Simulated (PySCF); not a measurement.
**CH₅FOSi: electronic excitations at several levels of theory**

Aim: compute the electronic excitations of CH₅FOSi (`O[SiH2]CF`) at several levels, and see how far they spread and what each costs.

The runs use PySCF 2.14.0, with density-fitted response routines of our own; the level of theory stands in each step. All values are computed, except where a source is named. Atoms count from 0, in the outputs and in this text.

### Step 1. The molecule as given

9 atoms, charge 0, multiplicity 1; geometry from: PBE0-D3(BJ)/def2-SVP.

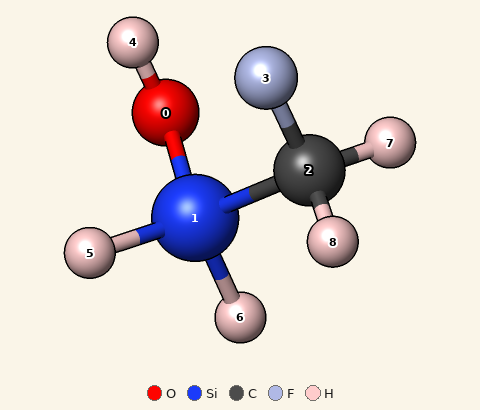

As it starts; oxygen red, silicon blue, carbon dark grey, fluorine light blue, hydrogen pink, atoms numbered; sticks join atoms by distance.

### Step 2. TDDFT and polarisability: wB97X-D/def2-SVPD

Job settings and geometry (Å):

```
{"job": {"kind": "uv", "xc": "wB97X-D", "basis": "def2-SVPD", "ip": true}, "charge": 0, "multiplicity": 1}
O      1.670101    -0.768910     0.552647
Si     0.704265     0.404031    -0.124572
C     -1.054457    -0.238206    -0.413928
F     -1.618952    -0.558895     0.811753
H      1.415814    -1.083366     1.424814
H      0.602027     1.610138     0.753683
H      1.320801     0.757080    -1.433130
H     -1.056739    -1.138371    -1.054534
H     -1.683308     0.521128    -0.914229
```

Method: TDDFT wB97X-D/def2-SVPD, vertical, gas phase, core orbitals frozen in the response.

Command:

```sh
$ OMP_NUM_THREADS=1 python probes_run.py task.json out
```

This one command runs all jobs of the session in turn.

What it wrote:

```text
coarse grid: 7984 points
cycle   1  E = -505.2114015517  dE =  1.842e-01  |g| = 7.601e-01  |ddm| = 3.128e+00
cycle   2  E = -505.1656488925  dE =  4.575e-02  |g| = 9.433e-01  |ddm| = 1.295e+00
cycle   3  E = -505.3223236045  dE = -1.567e-01  |g| = 3.986e-02  |ddm| = 6.470e-01
cycle   4  E = -505.3226916940  dE = -3.681e-04  |g| = 1.321e-02  |ddm| = 8.660e-02
cycle   5  E = -505.3227218246  dE = -3.013e-05  |g| = 8.187e-03  |ddm| = 2.657e-02
cycle   6  E = -505.3227333059  dE = -1.148e-05  |g| = 9.978e-04  |ddm| = 9.291e-03
cycle   7  E = -505.3227336510  dE = -3.451e-07  |g| = 2.185e-04  |ddm| = 2.932e-03
final grid: 72808 points
cycle   8  E = -505.3943328052  dE = -6.252e-05  |g| = 5.981e-03  |ddm| = 7.518e-02
cycle   9  E = -505.3943325587  dE =  2.464e-07  |g| = 6.958e-03  |ddm| = 1.279e-02
cycle  10  E = -505.3943398824  dE = -7.324e-06  |g| = 3.092e-04  |ddm| = 3.818e-03
cycle  11  E = -505.3943399423  dE = -5.996e-08  |g| = 1.449e-04  |ddm| = 1.271e-03
cycle  12  E = -505.3943399490  dE = -6.719e-09  |g| = 3.743e-05  |ddm| = 2.648e-04
cycle  13  E = -505.3943399497  dE = -6.421e-10  |g| = 1.045e-05  |ddm| = 8.362e-05
converged SCF energy = -505.3943399497

Static polarisability (au): isotropic 44.616, principal 42.432 44.257 47.159

Singlet excitations
state   eV       nm        f      main configurations
  1   7.2606    170.8   0.00506   H->L 0.89
  2   8.1063    152.9   0.01301   H-1->L 0.71, H->L+2 0.10
  3   8.3172    149.1   0.02980   H->L+1 0.41, H->L+2 0.28, H-1->L 0.11
  4   8.3956    147.7   0.02656   H->L+1 0.46, H->L+3 0.28
  5   8.8632    139.9   0.00396   H-2->L 0.38, H->L+3 0.23, H->L+4 0.13
  6   9.0914    136.4   0.04237   H-1->L+1 0.40, H-2->L 0.17, H-3->L 0.09
  7   9.0983    136.3   0.05588   H->L+3 0.20, H->L+2 0.17, H-1->L+1 0.15
  8   9.2471    134.1   0.14845   H-3->L 0.28, H->L+4 0.21, H->L+2 0.16
  9   9.4785    130.8   0.01406   H->L+4 0.28, H-1->L+2 0.28, H-3->L 0.11
 10   9.6299    128.7   0.03195   H->L+5 0.47, H->L+4 0.13

Triplet excitations (Tamm-Dancoff, eV): 6.8915 7.6235 7.9646 8.0513
Vertical ionisation energy (delta-SCF) = 10.8152 eV
```

Run time: 21 s. Hardware: 1 thread of Intel Xeon 6975P-C, shared host; peak memory 0.6 GiB.

The orbitals next to the gap, with their largest atomic shares:

| orbital | eV | atoms |
| --- | --- | --- |
| HOMO−3 | -12.48 | O0 41 %, F3 24 %, Si1 12 % |
| HOMO−2 | -11.99 | F3 36 %, C2 22 %, O0 17 % |
| HOMO−1 | -11.24 | Si1 28 %, O0 27 %, H5 18 % |
| HOMO | -10.34 | C2 27 %, O0 21 %, Si1 18 % |
| LUMO | 1.70 | Si1 30 %, O0 25 %, H4 12 % |
| LUMO+1 | 2.32 | Si1 39 %, C2 16 %, H8 13 % |
| LUMO+2 | 2.74 | Si1 27 %, C2 18 %, H5 15 % |

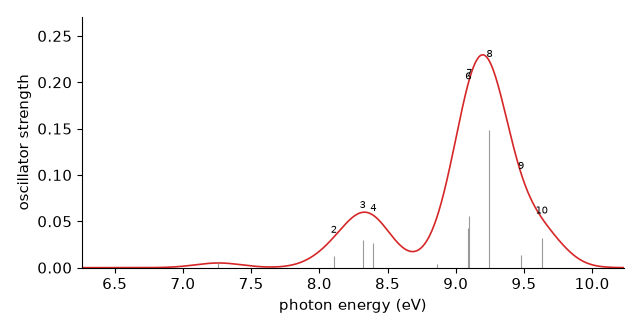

Absorption spectrum from the 10 singlet states computed; above the last one it falls off for lack of states. Lines are broadened to a width of 0.40 eV (Gaussian).

Further results of this job:

| property | computed |
| --- | --- |
| dipole moment (D) | 0.75 |
| polarisability (Å³) | 6.61 |
| HOMO–LUMO gap (eV) | 12.04 |
| −ε(HOMO) (eV) | 10.34 |

### Step 3. Excited states and response: LC-wPBE/def2-SVPD

Settings changed since step 2:

```diff
@@ -1,2 +1,2 @@
-{"job": {"kind": "uv", "xc": "wB97X-D", "basis": "def2-SVPD", "ip": true}, "charge": 0, "multiplicity": 1}
+{"job": {"kind": "uv", "xc": "LC-wPBE", "basis": "def2-SVPD", "ip": true}, "charge": 0, "multiplicity": 1}
 O      1.670101    -0.768910     0.552647
```

Level: TDDFT LC-wPBE/def2-SVPD, vertical, gas phase, core orbitals frozen in the response.

What it wrote:

```text
coarse grid: 7984 points
cycle   1  E = -505.0498369936  dE =  1.886e-01  |g| = 7.580e-01  |ddm| = 3.100e+00
cycle   2  E = -505.0393057645  dE =  1.053e-02  |g| = 8.490e-01  |ddm| = 1.200e+00
cycle   3  E = -505.1633413062  dE = -1.240e-01  |g| = 4.530e-02  |ddm| = 5.553e-01
cycle   4  E = -505.1638725214  dE = -5.312e-04  |g| = 1.115e-02  |ddm| = 9.697e-02
cycle   5  E = -505.1639173586  dE = -4.484e-05  |g| = 4.086e-03  |ddm| = 3.717e-02
cycle   6  E = -505.1639216364  dE = -4.278e-06  |g| = 1.231e-03  |ddm| = 8.125e-03
final grid: 72808 points
cycle   7  E = -505.2549130696  dE = -2.147e-05  |g| = 8.141e-03  |ddm| = 3.083e-02
cycle   8  E = -505.2549117688  dE =  1.301e-06  |g| = 9.138e-03  |ddm| = 1.045e-02
cycle   9  E = -505.2549244414  dE = -1.267e-05  |g| = 2.428e-04  |ddm| = 4.935e-03
cycle  10  E = -505.2549244678  dE = -2.636e-08  |g| = 1.079e-04  |ddm| = 7.348e-04
cycle  11  E = -505.2549244721  dE = -4.300e-09  |g| = 3.458e-05  |ddm| = 2.021e-04
cycle  12  E = -505.2549244725  dE = -4.702e-10  |g| = 1.290e-05  |ddm| = 7.119e-05
converged SCF energy = -505.2549244725

Static polarisability (au): isotropic 43.900, principal 41.778 43.626 46.295

Singlet excitations
state   eV       nm        f      main configurations
  1   7.5222    164.8   0.00588   H->L 0.72, H->L+1 0.09
  2   8.3137    149.1   0.01439   H-1->L 0.45, H->L+3 0.17, H->L+2 0.12
  3   8.5876    144.4   0.00751   H-1->L 0.24, H->L+3 0.17, H->L+2 0.16
  4   8.7545    141.6   0.05685   H->L+1 0.61, H->L+3 0.13, H->L 0.11
  5   9.1556    135.4   0.00201   H-2->L 0.34, H->L+3 0.16, H->L+4 0.12
  6   9.3113    133.2   0.00564   H-3->L 0.18, H-2->L+3 0.14, H-1->L+1 0.11
  7   9.4025    131.9   0.04126   H-1->L+1 0.20, H->L+3 0.11, H-1->L+5 0.09
  8   9.6054    129.1   0.21677   H->L+2 0.25, H-1->L+1 0.17, H-3->L 0.12
  9   9.8561    125.8   0.02783   H-1->L+2 0.22, H->L+2 0.12, H-4->L 0.11
 10   9.9884    124.1   0.16833   H-4->L 0.32, H-1->L+2 0.14, H-1->L+4 0.13

Triplet excitations (Tamm-Dancoff, eV): 6.9802 7.6534 8.0552 8.2669
Vertical ionisation energy (delta-SCF) = 11.0531 eV
```

Wall time 29 s (1 thread of Intel Xeon 6975P-C, shared host); peak memory 0.59 GiB.

Key values: HOMO -11.18 eV, LUMO 1.91 eV; lowest singlet 7.52 eV.

### Step 4. TDDFT and polarisability: PBE0/6-31G*

Settings changed since step 3:

```diff
@@ -1,2 +1,2 @@
-{"job": {"kind": "uv", "xc": "LC-wPBE", "basis": "def2-SVPD", "ip": true}, "charge": 0, "multiplicity": 1}
+{"job": {"kind": "uv", "xc": "PBE0", "basis": "6-31G*"}, "charge": 0, "multiplicity": 1}
 O      1.670101    -0.768910     0.552647
```

Method: TDDFT PBE0/6-31G*, vertical, gas phase, core orbitals frozen in the response.

What it wrote:

```text
coarse grid: 7984 points
cycle   1  E = -505.2263960475  dE =  2.399e-01  |g| = 7.878e-01  |ddm| = 2.516e+00
cycle   2  E = -505.0561461257  dE =  1.702e-01  |g| = 1.232e+00  |ddm| = 1.495e+00
cycle   3  E = -505.3391271722  dE = -2.830e-01  |g| = 7.838e-02  |ddm| = 1.009e+00
cycle   4  E = -505.3402814415  dE = -1.154e-03  |g| = 3.713e-02  |ddm| = 9.515e-02
cycle   5  E = -505.3405394976  dE = -2.581e-04  |g| = 7.236e-03  |ddm| = 3.246e-02
cycle   6  E = -505.3405477562  dE = -8.259e-06  |g| = 2.638e-03  |ddm| = 6.461e-03
final grid: 72808 points
cycle   7  E = -505.3126285783  dE = -1.231e-05  |g| = 5.557e-03  |ddm| = 1.067e-02
cycle   8  E = -505.3126211053  dE =  7.473e-06  |g| = 8.409e-03  |ddm| = 9.678e-03
cycle   9  E = -505.3126347236  dE = -1.362e-05  |g| = 3.038e-04  |ddm| = 5.810e-03
cycle  10  E = -505.3126347413  dE = -1.776e-08  |g| = 1.256e-04  |ddm| = 3.623e-04
cycle  11  E = -505.3126347452  dE = -3.831e-09  |g| = 2.894e-05  |ddm| = 1.256e-04
cycle  12  E = -505.3126347453  dE = -1.407e-10  |g| = 1.368e-05  |ddm| = 2.563e-05
converged SCF energy = -505.3126347453

Static polarisability (au): isotropic 34.954, principal 33.332 35.384 36.146

Singlet excitations
state   eV       nm        f      main configurations
  1   7.0901    174.9   0.00238   H->L 0.98
  2   8.1201    152.7   0.01471   H-1->L 0.95
  3   8.5318    145.3   0.01551   H->L+1 0.50, H->L+2 0.22, H-2->L 0.19
  4   8.7645    141.5   0.04328   H-2->L 0.72, H->L+2 0.12, H->L+1 0.09
  5   8.9041    139.2   0.09413   H->L+2 0.56, H->L+1 0.35
  6   9.1105    136.1   0.01544   H-3->L 0.86
  7   9.5200    130.2   0.02012   H-1->L+1 0.83, H-4->L 0.10
  8   9.8382    126.0   0.00247   H->L+3 0.69, H-1->L+2 0.16
  9   9.8902    125.4   0.10904   H-4->L 0.67, H-1->L+2 0.11, H-1->L+1 0.10
 10  10.0365    123.5   0.01945   H-2->L+1 0.64, H-2->L+2 0.14

Triplet excitations (Tamm-Dancoff, eV): 6.6393 7.5377 7.9306 8.0917
```

Wall time 2.9 s (1 thread of Intel Xeon 6975P-C, shared host); peak memory 0.4 GiB.

Key values: HOMO -8.01 eV, LUMO 0.65 eV; lowest singlet 7.09 eV.

### Step 5. TDDFT and polarisability: PBE0/def2-SVP

Settings changed since step 4:

```diff
@@ -1,2 +1,2 @@
-{"job": {"kind": "uv", "xc": "PBE0", "basis": "6-31G*"}, "charge": 0, "multiplicity": 1}
+{"job": {"kind": "uv", "xc": "PBE0", "basis": "def2-SVP"}, "charge": 0, "multiplicity": 1}
 O      1.670101    -0.768910     0.552647
```

Method: TDDFT PBE0/def2-SVP, vertical, gas phase, core orbitals frozen in the response.

What it wrote:

```text
coarse grid: 7984 points
cycle   1  E = -504.9064700252  dE =  2.141e-01  |g| = 7.823e-01  |ddm| = 2.775e+00
cycle   2  E = -504.7361748829  dE =  1.703e-01  |g| = 1.225e+00  |ddm| = 1.612e+00
cycle   3  E = -505.0167635722  dE = -2.806e-01  |g| = 7.620e-02  |ddm| = 1.105e+00
cycle   4  E = -505.0178503289  dE = -1.087e-03  |g| = 3.660e-02  |ddm| = 9.674e-02
cycle   5  E = -505.0180945351  dE = -2.442e-04  |g| = 7.640e-03  |ddm| = 3.362e-02
cycle   6  E = -505.0181035524  dE = -9.017e-06  |g| = 2.586e-03  |ddm| = 6.837e-03
final grid: 72808 points
cycle   7  E = -505.0876327660  dE = -1.279e-05  |g| = 6.064e-03  |ddm| = 1.308e-02
cycle   8  E = -505.0876235711  dE =  9.195e-06  |g| = 9.236e-03  |ddm| = 1.140e-02
cycle   9  E = -505.0876399082  dE = -1.634e-05  |g| = 2.501e-04  |ddm| = 6.916e-03
cycle  10  E = -505.0876399193  dE = -1.108e-08  |g| = 1.190e-04  |ddm| = 3.691e-04
cycle  11  E = -505.0876399228  dE = -3.473e-09  |g| = 1.774e-05  |ddm| = 1.251e-04
cycle  12  E = -505.0876399229  dE = -7.083e-11  |g| = 6.210e-06  |ddm| = 2.012e-05
converged SCF energy = -505.0876399229

Static polarisability (au): isotropic 36.859, principal 35.336 37.339 37.900

Singlet excitations
state   eV       nm        f      main configurations
  1   7.2913    170.0   0.00215   H->L 0.98
  2   8.2510    150.3   0.01349   H-1->L 0.92
  3   8.4804    146.2   0.04238   H->L+1 0.69, H->L+2 0.18
  4   8.8036    140.8   0.06631   H->L+2 0.71, H->L+1 0.24
  5   8.9153    139.1   0.03595   H-2->L 0.84
  6   9.2450    134.1   0.02081   H-3->L 0.64, H->L+3 0.23
  7   9.3900    132.0   0.00638   H->L+3 0.44, H-1->L+1 0.38, H-3->L 0.10
  8   9.5219    130.2   0.01723   H-1->L+1 0.46, H->L+3 0.20, H-3->L 0.15
  9   9.8377    126.0   0.05319   H-1->L+2 0.40, H->L+4 0.22, H-4->L 0.14
 10   9.9196    125.0   0.01238   H->L+4 0.54, H-2->L+1 0.16, H-1->L+2 0.10

Triplet excitations (Tamm-Dancoff, eV): 6.7895 7.6080 7.9120 8.1329
```

Run time: 3.5 s. Hardware: 1 thread of Intel Xeon 6975P-C, shared host; peak memory 0.44 GiB.

In short: HOMO -8.15 eV, LUMO 0.74 eV; lowest singlet 7.29 eV.

[end of part 1 of 2]
